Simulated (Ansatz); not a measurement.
**BrH3OSi···NH3: density, localisation and related maps**

```yaml
atoms:
  - { symbol: Si, position_ang: [-0.9861, 1.2909, -0.6515] }
  - { symbol: N, position_ang: [1.3916, -1.5214, 0.8076] }
  - { symbol: H, position_ang: [-0.0024, 1.9533, -1.5488] }
  - { symbol: H, position_ang: [-2.3688, 1.7364, -0.9324] }
  - { symbol: O, position_ang: [-0.9474, -0.3545, -0.7407] }
  - { symbol: H, position_ang: [1.1182, -0.6381, 1.2293] }
  - { symbol: Br, position_ang: [-0.4252, 1.9572, 1.4351] }
  - { symbol: H, position_ang: [1.7494, -1.4103, -0.1357] }
  - { symbol: H, position_ang: [0.6539, -2.2167, 0.8610] }
  - { symbol: H, position_ang: [-0.1832, -0.7969, -0.3238] }
```

The calculation used Ansatz 0.2.0, RKS B3LYP-D4/def2-SVP.

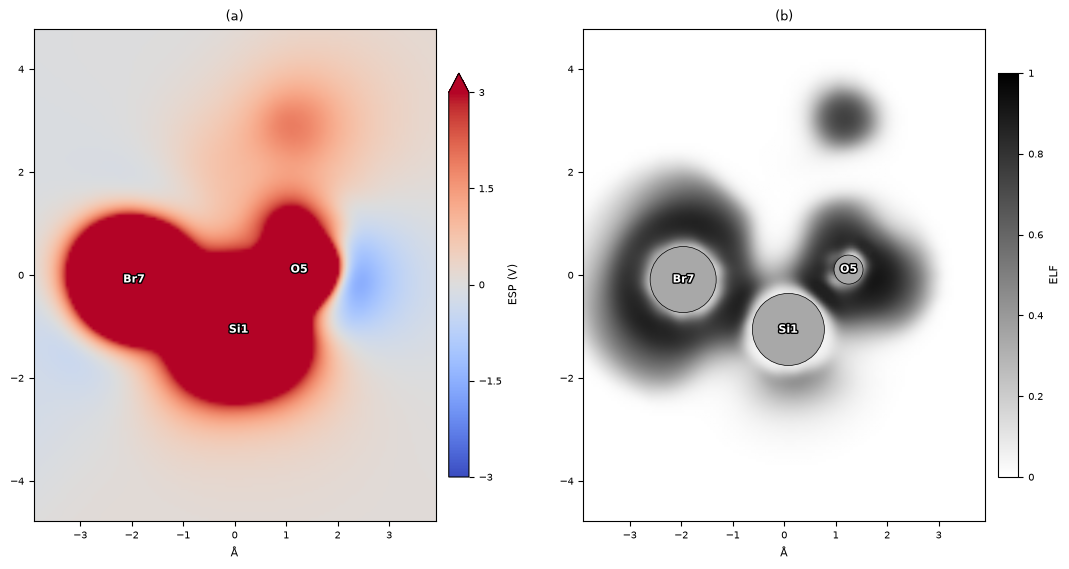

Figure 1. (a) electrostatic potential; (b) electron localisation function on the plane of atoms O5, Si1 and Br7. Grey discs cover the atomic cores in the ELF map.

Q: Read the bonding off the picture.

A: Atoms in the plane: Si, O and Br.
Si–O (1.65 Å): the ELF peaks at about 0.85 between the atoms: a shared but strongly polarised pair.
Si–Br (2.26 Å): the ELF peaks at about 0.85 between the atoms; a shared but strongly polarised pair.
The ELF also peaks beside Br7 and O5, away from the bonds: lone-pair regions.
Outside the dense part of the complex the potential is most negative (−1.5 V) near O5.

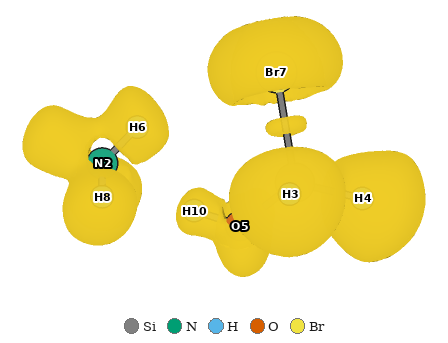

Figure 2. Isosurface of the ELF at 0.8 (yellow), seen at a tilt. Core shells and regions of very low density are left out.

Q: Identify the bonds, lone pairs and shells in this picture.

A: At this value the surface marks out one region between bonded Br–Si atoms (shared pairs), two regions around hydrogen nuclei, one ring or bowl of non-bonding electrons around Br, one joined region spread over several atoms (H, N), in which their bonds and any lone pairs are merged and one joined region spread over several atoms (H, O), in which their bonds and any lone pairs are merged. Along the contacts the grid gives the following. N2···H10 (2.07 Å): the ELF dips to about 0.15 between them (a closed-shell contact with the geometry of a hydrogen bond).

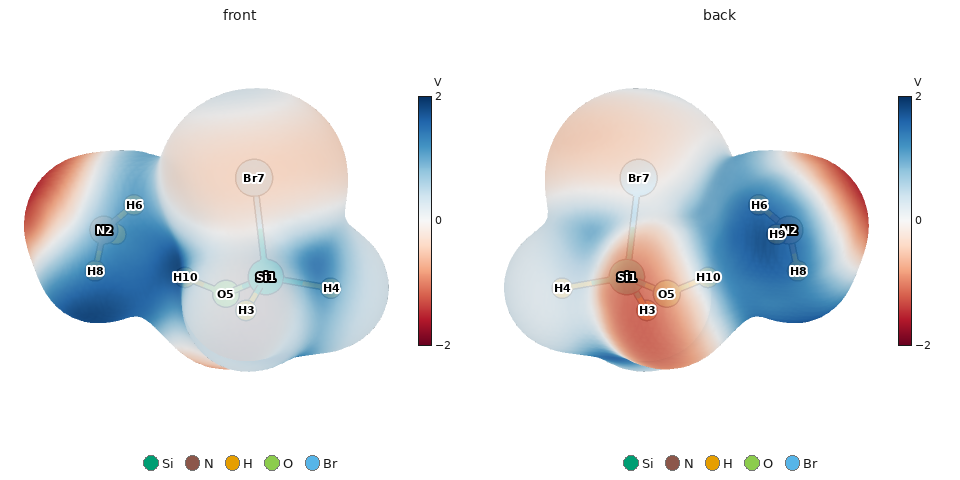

Figure 3. The molecular electrostatic potential painted on the density surface at 0.002 e/bohr³, seen from the front and from behind; the colour scale runs from red (negative) to blue (positive).

Q: Which sites attract a positive test charge, and which a negative one?

A: A positive charge is drawn to the negative regions and a negative charge to the positive ones. The most negative region (about −1.5 V) lies over N2, the most positive (about +1.8 V) over Si1, H8 and H9. N2 is the likeliest acceptor of a hydrogen bond.

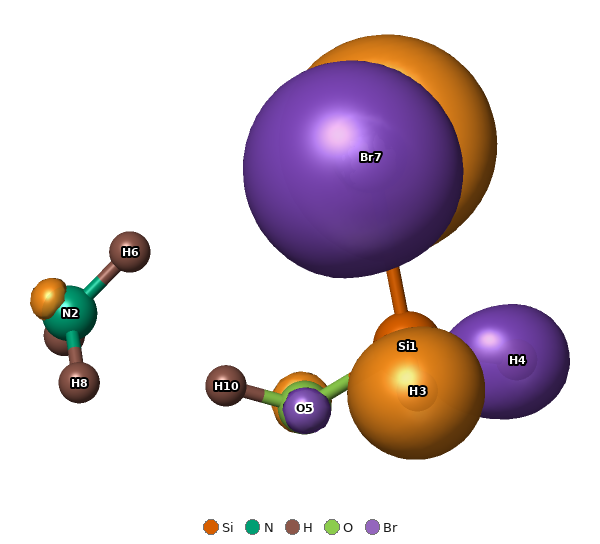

Figure 4. The HOMO−1 at ±0.1 Å⁻³ᐟ² (orange and purple are the two phases), seen at a tilt.

Q: Where does this orbital lie, and at what energy?

A: By Hirshfeld shares it lies mainly on Br7 (about 80 %) and H3 (about 5 %); largely a lone pair of Br7. Its energy is −8.02 eV.
